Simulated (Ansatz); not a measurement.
## Si₂NH₅OF₂: molecular dynamics (part 5 of 5)

The same run, continued: Si₂NH₅OF₂; RKS PBE0-D4/6-31G (Ansatz 0.2.0). It belongs to a series of runs on one base structure; here: dynamics from the start.

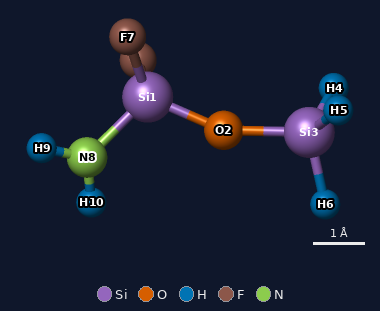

Figure 1. The geometry at step 255 of the log (ball-and-stick view, seen on its broad side; atoms are numbered from 1 in the order of the input).

### Trajectory as extended XYZ, continued
```
11
Properties=species:S:1:pos:R:3:forces:R:3 step=206 time_fs=103.0 energy=-24791.95599 temperature=131.1
Si   -0.2814    0.0979   -0.1882   -0.1464   0.3036   0.2004
O    -0.8625   -0.0505    1.3526   -0.3318  -0.3947  -0.0794
Si   -1.2073   -0.7261    2.8973    0.4964  -0.8088  -0.3946
H    -1.6306   -2.2507    2.7718    0.1590   1.2556   0.0910
H     0.1316   -0.6432    3.5805   -0.1742  -0.1193   0.2343
H    -2.2111    0.1367    3.6150   -0.0403  -0.1662  -0.1736
F     1.3810    0.0641   -0.2551    0.2380  -0.0518   0.0269
N    -0.8071    1.5834   -0.8568   -0.5037   0.3436   0.2603
H    -0.2183    2.2901   -1.2771   -0.1842  -0.3414   0.0072
H    -1.7684    1.8565   -0.6605    0.5053   0.1295  -0.2665
F    -0.7573   -1.2260   -1.0900   -0.0180  -0.1503   0.0941
11
Properties=species:S:1:pos:R:3:forces:R:3 step=210 time_fs=105.0 energy=-24791.97468 temperature=143.7
Si   -0.2778    0.0986   -0.1857   -0.4802   0.0516   0.0927
O    -0.8667   -0.0470    1.3547   -0.3068  -0.4246  -0.1001
Si   -1.2063   -0.7313    2.8992    0.6569  -0.6785  -0.4121
H    -1.6148   -2.2419    2.7741    0.1443   1.0395   0.0622
H     0.1401   -0.6164    3.5687   -0.2248  -0.1549   0.2483
H    -2.2267    0.0863    3.6347   -0.0769  -0.0471  -0.1677
F     1.3836    0.0715   -0.2626    0.2348  -0.0574   0.0429
N    -0.8133    1.5773   -0.8562   -0.3714   0.1072   0.3278
H    -0.2172    2.2682   -1.2660    0.1593   0.0467  -0.2483
H    -1.7619    1.8757   -0.6784    0.1560   0.0637  -0.1312
F    -0.7639   -1.2255   -1.1006    0.1088   0.0539   0.2855
11
Properties=species:S:1:pos:R:3:forces:R:3 step=215 time_fs=107.5 energy=-24791.99690 temperature=165.8
Si   -0.2753    0.0998   -0.1826   -0.8276  -0.2229  -0.0189
O    -0.8731   -0.0443    1.3564   -0.2350  -0.4641  -0.1061
Si   -1.2032   -0.7394    2.9008    0.8525   0.3160  -0.3656
H    -1.5878   -2.1779    2.7786   -0.0787  -0.0930  -0.0591
H     0.1354   -0.5896    3.5689   -0.1586  -0.1653   0.2852
H    -2.2495    0.0223    3.6513   -0.0918   0.0970  -0.1614
F     1.3873    0.0809   -0.2713    0.1560  -0.0563   0.0592
N    -0.8235    1.5705   -0.8549    0.3140   0.0036   0.1744
H    -0.2062    2.2380   -1.2634    0.2916   0.2165  -0.3632
H    -1.7513    1.9018   -0.7087   -0.4809   0.0975   0.0595
F    -0.7724   -1.2247   -1.1133    0.2584   0.2709   0.4961
11
Properties=species:S:1:pos:R:3:forces:R:3 step=219 time_fs=109.5 energy=-24791.94539 temperature=130.4
Si   -0.2750    0.1001   -0.1801   -1.0089  -0.3745  -0.1087
O    -0.8790   -0.0431    1.3570   -0.1597  -0.5023  -0.0661
Si   -1.1992   -0.7458    2.9018    0.8522   1.4015  -0.2957
H    -1.5701   -2.1271    2.7791   -0.3096  -1.2665  -0.1854
H     0.1203   -0.5732    3.5796    0.0045  -0.1494   0.3377
H    -2.2723   -0.0255    3.6596   -0.0404   0.1665  -0.1909
F     1.3903    0.0881   -0.2779    0.0440  -0.0574   0.0762
N    -0.8312    1.5658   -0.8530    0.5409   0.6452  -0.1434
H    -0.1850    2.2195   -1.2722   -0.1485  -0.1407  -0.1137
H    -1.7592    1.9269   -0.7312   -0.1306  -0.1139   0.0609
F    -0.7788   -1.2234   -1.1227    0.3560   0.3914   0.6291
11
Properties=species:S:1:pos:R:3:forces:R:3 step=224 time_fs=112.0 energy=-24791.92403 temperature=105.1
Si   -0.2768    0.1007   -0.1767   -1.0654  -0.4936  -0.2538
O    -0.8875   -0.0428    1.3573   -0.0534  -0.5246   0.0142
Si   -1.1924   -0.7509    2.9020    0.4917   1.3482  -0.2426
H    -1.5624   -2.1321    2.7721   -0.2205  -1.2913  -0.2066
H     0.1020   -0.5602    3.6079    0.1240  -0.1252   0.3257
H    -2.3024   -0.0771    3.6598    0.0487   0.2074  -0.2409
F     1.3940    0.0966   -0.2862   -0.1562  -0.0610   0.1111
N    -0.8382    1.5623   -0.8517    0.3842   1.0240  -0.2820
H    -0.1655    2.1876   -1.2867   -0.3937  -0.1896  -0.0188
H    -1.7710    1.9503   -0.7565    0.4017  -0.3732   0.0481
F    -0.7855   -1.2209   -1.1312    0.4388   0.4789   0.7455
11
Properties=species:S:1:pos:R:3:forces:R:3 step=228 time_fs=114.0 energy=-24791.96389 temperature=126.9
Si   -0.2796    0.1005   -0.1740   -1.0125  -0.4772  -0.3910
O    -0.8945   -0.0443    1.3576    0.0421  -0.5137   0.0688
Si   -1.1865   -0.7527    2.9026    0.0510   0.2671  -0.2631
H    -1.5646   -2.1857    2.7592    0.1007  -0.2542  -0.0981
H     0.0906   -0.5568    3.6410    0.1161  -0.1104   0.2415
H    -2.3241   -0.1081    3.6503    0.0992   0.2161  -0.2606
F     1.3963    0.1035   -0.2926   -0.3322  -0.0696   0.1466
N    -0.8425    1.5621   -0.8517    0.5596   0.5217  -0.1338
H    -0.1660    2.1578   -1.2995   -0.1291   0.1477  -0.2190
H    -1.7661    1.9527   -0.7752    0.0316  -0.2288   0.1097
F    -0.7898   -1.2181   -1.1363    0.4735   0.5013   0.7990
11
Properties=species:S:1:pos:R:3:forces:R:3 step=233 time_fs=116.5 energy=-24791.94060 temperature=115.4
Si   -0.2851    0.0995   -0.1713   -0.8139  -0.3325  -0.5398
O    -0.9027   -0.0483    1.3579    0.1616  -0.4757   0.1066
Si   -1.1786   -0.7544    2.9031   -0.2432  -0.8905  -0.2304
H    -1.5596   -2.2626    2.7357    0.4018   0.8657   0.0577
H     0.0843   -0.5590    3.6898   -0.0485  -0.0997   0.0422
H    -2.3484   -0.1350    3.6238    0.1376   0.2050  -0.2430
F     1.3977    0.1118   -0.3004   -0.5499  -0.0932   0.1936
N    -0.8458    1.5637   -0.8520    0.9153   0.0186  -0.0254
H    -0.1735    2.1316   -1.3279    0.0544   0.3364  -0.3336
H    -1.7610    1.9474   -0.7930   -0.4893   0.0078   0.1648
F    -0.7941   -1.2130   -1.1409    0.4740   0.4582   0.8074
11
Properties=species:S:1:pos:R:3:forces:R:3 step=237 time_fs=118.5 energy=-24791.93579 temperature=115.4
Si   -0.2906    0.0981   -0.1703   -0.5640  -0.1251  -0.5784
O    -0.9089   -0.0525    1.3580    0.2663  -0.4318   0.0725
Si   -1.1720   -0.7572    2.9022   -0.2602  -1.1991  -0.1332
H    -1.5384   -2.2906    2.7191    0.4505   1.1325   0.1237
H     0.0777   -0.5628    3.7318   -0.1868  -0.0832  -0.1309
H    -2.3630   -0.1475    3.5917    0.1315   0.1924  -0.1894
F     1.3971    0.1186   -0.3064   -0.6902  -0.1260   0.2306
N    -0.8457    1.5653   -0.8528    0.7642   0.3497  -0.2161
H    -0.1783    2.1264   -1.3633   -0.2525   0.0559  -0.0618
H    -1.7734    1.9414   -0.8007   -0.0901  -0.1035   0.1351
F    -0.7962   -1.2070   -1.1424    0.4313   0.3381   0.7477
11
Properties=species:S:1:pos:R:3:forces:R:3 step=242 time_fs=121.0 energy=-24791.98745 temperature=152.6
Si   -0.2984    0.0961   -0.1703   -0.1978   0.2421  -0.5255
O    -0.9158   -0.0597    1.3573    0.3970  -0.3579  -0.0396
Si   -1.1642   -0.7632    2.9009   -0.1601  -0.8636  -0.0078
H    -1.4879   -2.2699    2.7053    0.3171   0.7250   0.1197
H     0.0617   -0.5657    3.7790   -0.2612  -0.0402  -0.2722
H    -2.3781   -0.1544    3.5401    0.0937   0.1699  -0.0843
F     1.3945    0.1258   -0.3123   -0.8214  -0.1730   0.2676
N    -0.8433    1.5692   -0.8553    0.4092   0.5508  -0.3457
H    -0.1954    2.1253   -1.4099   -0.4500  -0.1846   0.2046
H    -1.7893    1.9249   -0.8030    0.3401  -0.1714   0.0901
F    -0.7975   -1.1983   -1.1416    0.3334   0.1030   0.5932
11
Properties=species:S:1:pos:R:3:forces:R:3 step=246 time_fs=123.0 energy=-24792.02468 temperature=179.4
Si   -0.3044    0.0948   -0.1709    0.0563   0.5793  -0.4191
O    -0.9209   -0.0671    1.3567    0.5165  -0.2737  -0.1999
Si   -1.1579   -0.7694    2.8996   -0.0976  -0.0690   0.0675
H    -1.4339   -2.2248    2.7006    0.0875  -0.1626   0.0331
H     0.0378   -0.5719    3.8093   -0.1577   0.0335  -0.2634
H    -2.3846   -0.1515    3.4931    0.0329   0.1386   0.0200
F     1.3908    0.1314   -0.3159   -0.8686  -0.2086   0.2880
N    -0.8414    1.5737   -0.8586    0.2280   0.0168  -0.0318
H    -0.2270    2.1178   -1.4409   -0.0531   0.0529  -0.0327
H    -1.7885    1.9052   -0.8016    0.0180   0.0090   0.1064
F    -0.7972   -1.1912   -1.1393    0.2377  -0.1163   0.4317
11
Properties=species:S:1:pos:R:3:forces:R:3 step=251 time_fs=125.5 energy=-24791.98254 temperature=149.4
Si   -0.3112    0.0946   -0.1722    0.3358   0.9412  -0.2589
O    -0.9255   -0.0777    1.3553    0.6458  -0.1539  -0.4107
Si   -1.1505   -0.7774    2.8976   -0.1415   0.9453   0.0812
H    -1.3620   -2.1857    2.6960   -0.1691  -1.2643  -0.0876
H     0.0036   -0.5772    3.8351    0.0768   0.1439  -0.1378
H    -2.3891   -0.1409    3.4335   -0.0418   0.0571   0.1391
F     1.3840    0.1379   -0.3199   -0.8463  -0.2488   0.3053
N    -0.8382    1.5796   -0.8627    0.1087  -0.3817   0.2097
H    -0.2656    2.1113   -1.4861    0.2028   0.1549  -0.1668
H    -1.7868    1.8843   -0.7888   -0.2836   0.1995   0.1124
F    -0.7953   -1.1828   -1.1356    0.1124  -0.3933   0.2141
11
Properties=species:S:1:pos:R:3:forces:R:3 step=255 time_fs=127.5 energy=-24791.97624 temperature=143.7
Si   -0.3158    0.0964   -0.1736    0.5070   1.0744  -0.1369
O    -0.9276   -0.0870    1.3535    0.7178  -0.0586  -0.5259
Si   -1.1451   -0.7829    2.8960   -0.3752   0.7904  -0.0479
H    -1.3062   -2.2045    2.6866   -0.2012  -1.0942  -0.0374
H    -0.0199   -0.5769    3.8504    0.2393   0.2193  -0.0272
H    -2.3958   -0.1304    3.3899   -0.0284  -0.0680   0.1912
F     1.3772    0.1421   -0.3222   -0.7693  -0.2695   0.3121
N    -0.8348    1.5832   -0.8645   -0.2953  -0.0318   0.0161
H    -0.2888    2.1115   -1.5275    0.0132  -0.1124   0.1391
H    -1.7965    1.8763   -0.7755    0.1655   0.1224   0.0547
F    -0.7935   -1.1771   -1.1322    0.0266  -0.5721   0.0620
11
Properties=species:S:1:pos:R:3:forces:R:3 step=260 time_fs=130.0 energy=-24791.97931 temperature=149.0
Si   -0.3205    0.1012   -0.1754    0.5981   1.0597  -0.0546
O    -0.9276   -0.0987    1.3497    0.7433   0.0318  -0.5404
Si   -1.1383   -0.7886    2.8942   -0.6226  -0.2520  -0.2478
H    -1.2435   -2.2777    2.6714   -0.1525   0.1143   0.1728
H    -0.0358   -0.5598    3.8670    0.2701   0.2367  -0.0119
H    -2.4071   -0.1197    3.3464    0.0704  -0.2575   0.2066
F     1.3662    0.1461   -0.3238   -0.5753  -0.2734   0.3073
N    -0.8317    1.5874   -0.8667   -0.6553   0.2042  -0.1013
H    -0.3157    2.1060   -1.5686   -0.0697  -0.2692   0.3509
H    -1.8021    1.8692   -0.7592    0.4442   0.1132  -0.0059
F    -0.7910   -1.1720   -1.1276   -0.0507  -0.7077  -0.0758
11
Properties=species:S:1:pos:R:3:forces:R:3 step=264 time_fs=132.0 energy=-24791.94837 temperature=123.8
Si   -0.3235    0.1065   -0.1772    0.5590   0.9637  -0.0398
O    -0.9258   -0.1079    1.3452    0.7111   0.0734  -0.4568
Si   -1.1338   -0.7933    2.8922   -0.5830  -0.8562  -0.2905
H    -1.2027   -2.3365    2.6661   -0.1447   0.8824   0.2940
H    -0.0379   -0.5357    3.8783    0.1600   0.1922  -0.1122
H    -2.4141   -0.1213    3.3229    0.1167  -0.3521   0.2106
F     1.3557    0.1485   -0.3242   -0.3511  -0.2633   0.2897
N    -0.8309    1.5910   -0.8689   -0.6486  -0.1310   0.2026
H    -0.3406    2.0912   -1.5871    0.2194  -0.0203   0.0188
H    -1.7919    1.8679   -0.7461    0.0490   0.2641   0.0318
F    -0.7898   -1.1689   -1.1244   -0.0878  -0.7529  -0.1482
11
Properties=species:S:1:pos:R:3:forces:R:3 step=269 time_fs=134.5 energy=-24791.93774 temperature=117.0
Si   -0.3258    0.1148   -0.1792    0.3373   0.7047  -0.0866
O    -0.9219   -0.1188    1.3380    0.6126   0.0851  -0.2376
Si   -1.1294   -0.8008    2.8893   -0.2827  -0.9226  -0.2199
H    -1.1592   -2.3647    2.6764   -0.1674   1.1146   0.3105
H    -0.0327   -0.4960    3.8864   -0.0487   0.1001  -0.2907
H    -2.4181   -0.1409    3.3081    0.0772  -0.3667   0.2178
F     1.3414    0.1511   -0.3241    0.0120  -0.2386   0.2496
N    -0.8325    1.5946   -0.8708   -0.4627  -0.2681   0.3103
H    -0.3627    2.0742   -1.6085    0.3834   0.1135  -0.1848
H    -1.7779    1.8827   -0.7287   -0.3735   0.3858   0.1045
F    -0.7894   -1.1671   -1.1211   -0.0876  -0.7078  -0.1734
11
Properties=species:S:1:pos:R:3:forces:R:3 step=273 time_fs=136.5 energy=-24791.99561 temperature=153.7
Si   -0.3269    0.1225   -0.1808    0.0423   0.4080  -0.1371
O    -0.9176   -0.1270    1.3315    0.5011   0.0702  -0.0125
Si   -1.1260   -0.8081    2.8867   -0.0280  -0.4177  -0.1757
H    -1.1308   -2.3401    2.6989   -0.1757   0.6683   0.2228
H    -0.0307   -0.4580    3.8810   -0.1349   0.0387  -0.3484
H    -2.4183   -0.1725    3.3069   -0.0254  -0.3032   0.2232
F     1.3304    0.1529   -0.3227    0.3353  -0.2107   0.2040
N    -0.8354    1.5966   -0.8717   -0.6939   0.2558  -0.0164
H    -0.3669    2.0650   -1.6307    0.1334  -0.0977   0.1651
H    -1.7799    1.9121   -0.7115    0.1019   0.1975   0.0299
F    -0.7895   -1.1671   -1.1188   -0.0560  -0.6092  -0.1549
11
Properties=species:S:1:pos:R:3:forces:R:3 step=278 time_fs=139.0 energy=-24792.03556 temperature=181.4
Si   -0.3276    0.1319   -0.1830   -0.4192   0.0495  -0.2226
O    -0.9114   -0.1363    1.3233    0.3331   0.0277   0.2834
Si   -1.1217   -0.8179    2.8831    0.1478   0.7795  -0.1924
H    -1.1038   -2.2808    2.7378   -0.1310  -0.5540   0.0363
H    -0.0348   -0.4078    3.8558   -0.0890   0.0118  -0.2655
H    -2.4194   -0.2313    3.3188   -0.1835  -0.1653   0.2125
F     1.3179    0.1548   -0.3200    0.7340  -0.1692   0.1369
N    -0.8434    1.6001   -0.8723   -0.7604   0.6309  -0.2245
H    -0.3677    2.0511   -1.6466   -0.0790  -0.1857   0.3865
H    -1.7766    1.9563   -0.6865    0.4387   0.0053  -0.0494
F    -0.7900   -1.1692   -1.1169    0.0084  -0.4305  -0.1011
11
Properties=species:S:1:pos:R:3:forces:R:3 step=282 time_fs=141.0 energy=-24792.03481 temperature=180.2
Si   -0.3288    0.1390   -0.1859   -0.7787  -0.1936  -0.2485
O    -0.9054   -0.1426    1.3181    0.1946  -0.0081   0.4619
Si   -1.1179   -0.8248    2.8799    0.0444   1.4285  -0.2851
H    -1.0886   -2.2580    2.7717   -0.0469  -1.2406  -0.0672
H    -0.0439   -0.3660    3.8242    0.0541   0.0326  -0.0965
H    -2.4285   -0.2897    3.3373   -0.2025  -0.0761   0.1511
F     1.3093    0.1556   -0.3175    0.9992  -0.1321   0.0809
N    -0.8527    1.6044   -0.8727   -0.3139   0.2764  -0.0492
H    -0.3704    2.0342   -1.6440    0.0496   0.0452   0.0650
H    -1.7558    1.9909   -0.6671   -0.0577   0.1497   0.0487
F    -0.7906   -1.1716   -1.1159    0.0578  -0.2820  -0.0611
11
Properties=species:S:1:pos:R:3:forces:R:3 step=287 time_fs=143.5 energy=-24792.06499 temperature=197.2
Si   -0.3310    0.1474   -0.1901   -1.1308  -0.4859  -0.2388
O    -0.8970   -0.1496    1.3139    0.0268  -0.0336   0.5936
Si   -1.1134   -0.8311    2.8759   -0.2377   0.9016  -0.3748
H    -1.0723   -2.2909    2.8096    0.0592  -0.7136  -0.0846
H    -0.0525   -0.3099    3.7802    0.1951   0.0471   0.1009
H    -2.4524   -0.3724    3.3689   -0.0228  -0.0141  -0.0069
F     1.3020    0.1563   -0.3139    1.1917  -0.0873   0.0207
N    -0.8649    1.6102   -0.8724    0.0355  -0.0106   0.0879
H    -0.3716    2.0159   -1.6406    0.1647   0.2558  -0.2455
H    -1.7315    2.0436   -0.6445   -0.4000   0.2292   0.1569
F    -0.7917   -1.1755   -1.1144    0.1183  -0.0885  -0.0094
11
Properties=species:S:1:pos:R:3:forces:R:3 step=291 time_fs=145.5 energy=-24792.06918 temperature=194.1
Si   -0.3337    0.1534   -0.1929   -1.2500  -0.7132  -0.2237
O    -0.8903   -0.1557    1.3122   -0.0924  -0.0294   0.6127
Si   -1.1103   -0.8351    2.8725   -0.3242  -0.0219  -0.2913
H    -1.0593   -2.3479    2.8362    0.1148   0.2434  -0.0911
H    -0.0498   -0.2654    3.7473    0.1642  -0.0049   0.1568
H    -2.4714   -0.4390    3.3922    0.1459   0.0417  -0.1317
F     1.2993    0.1567   -0.3114    1.1974  -0.0554  -0.0101
N    -0.8740    1.6142   -0.8718   -0.3082   0.4266   0.0500
H    -0.3677    2.0081   -1.6441    0.0044   0.2111  -0.1055
H    -1.7264    2.0941   -0.6232    0.1907  -0.1560   0.0028
F    -0.7920   -1.1791   -1.1133    0.1574   0.0581   0.0309
11
Properties=species:S:1:pos:R:3:forces:R:3 step=296 time_fs=148.0 energy=-24792.01155 temperature=146.9
Si   -0.3393    0.1594   -0.1969   -1.1252  -0.9181  -0.1636
O    -0.8825   -0.1638    1.3118   -0.2044   0.0117   0.4995
Si   -1.1062   -0.8406    2.8678   -0.2194  -0.6813  -0.0183
H    -1.0381   -2.4026    2.8649    0.1698   0.9560  -0.1361
H    -0.0416   -0.2115    3.7157   -0.0191  -0.1421   0.1186
H    -2.4882   -0.5204    3.4107    0.2738   0.1403  -0.2353
F     1.2997    0.1568   -0.3092    0.9926  -0.0195  -0.0291
N    -0.8859    1.6198   -0.8708   -0.1826   0.8023  -0.2483
H    -0.3645    2.0061   -1.6510   -0.2882   0.0516   0.2439
H    -1.7108    2.1458   -0.5967    0.4272  -0.3912  -0.0829
F    -0.7913   -1.1830   -1.1126    0.1755   0.1903   0.0517
11
Properties=species:S:1:pos:R:3:forces:R:3 step=300 time_fs=150.0 energy=-24791.99195 temperature=145.5
Si   -0.3456    0.1633   -0.1997   -0.8747  -0.9706  -0.1041
O    -0.8774   -0.1704    1.3131   -0.2605   0.0863   0.2794
Si   -1.1032   -0.8465    2.8635    0.0138  -0.7166   0.2225
H    -1.0146   -2.4112    2.8803    0.2159   0.9970  -0.1741
H    -0.0387   -0.1702    3.6969   -0.1888  -0.2709   0.0670
H    -2.4907   -0.5833    3.4157    0.2216   0.2440  -0.2476
F     1.3019    0.1567   -0.3078    0.7127   0.0074  -0.0321
N    -0.8960    1.6264   -0.8709    0.4028   0.2404  -0.2516
H    -0.3756    2.0068   -1.6484   -0.1732   0.1298   0.0506
H    -1.6830    2.1678   -0.5776   -0.2342  -0.0019   0.1458
F    -0.7898   -1.1853   -1.1121    0.1645   0.2552   0.0443
```

This output came from the following input.

### The input
```yaml
crystal:
  periodic: [false, false, false]
  atoms:
    - { symbol: Si, position_ang: [-0.243152, 0.067179, -0.156104] }
    - { symbol: O, position_ang: [-0.897711, 0.025631, 1.3478] }
    - { symbol: Si, position_ang: [-1.364503, -0.445559, 2.913527] }
    - { symbol: H, position_ang: [-2.53405, -1.380093, 2.813468] }
    - { symbol: H, position_ang: [-0.215893, -1.124926, 3.599923] }
    - { symbol: H, position_ang: [-1.756113, 0.79384, 3.661723] }
    - { symbol: F, position_ang: [1.419385, -0.115834, -0.083433] }
    - { symbol: "N", position_ang: [-0.710685, 1.527119, -0.917184] }
    - { symbol: H, position_ang: [-0.442604, 1.788138, -1.850318] }
    - { symbol: H, position_ang: [-1.287846, 2.192065, -0.430605] }
    - { symbol: F, position_ang: [-0.690527, -1.284761, -1.036299] }
basis:
  gaussian: { orbitals: "6-31G" }
hamiltonian:
  xc: pbe0
  dispersion: d4
md:
  timestep: 0.5
  n_steps: 300
  ensemble: nvt_langevin
  temperature: 300.0
  initial_velocities: maxwell_boltzmann
  seed: 576959
  friction: 0.001
```

Run as:
```bash
ansatz run input.yaml --threads 1 --pin off --max-ram 2048MiB --backend cpu --events-out ev --progress --plain --runs-dir out
```

### Summary

- outcome: finished
- mean temperature over the second half: 148 K
- trajectory: 300 steps, 150 fs
- ensemble: nvt_langevin
- temperature in the input: 300.0 K
- time step: 0.5 fs
- potential energy (last step): −24791.9920 eV
- mean-field energy (last step): −24791.7810 eV
- largest force (length of the vector) (last step): 1.311 eV/Å
- hardware: 1 thread of Arm Neoverse V2, 24 GiB of memory available, shared host
- wall time: 20 min
- peak memory: 0.16 GiB

### Notes

So short a trajectory is not equilibrated. The logged temperature at the start can lie below the typed one, since it is counted over all degrees of freedom. The temperature stays far from the 300 K of the thermostat over the second half: the run isn't equilibrated.
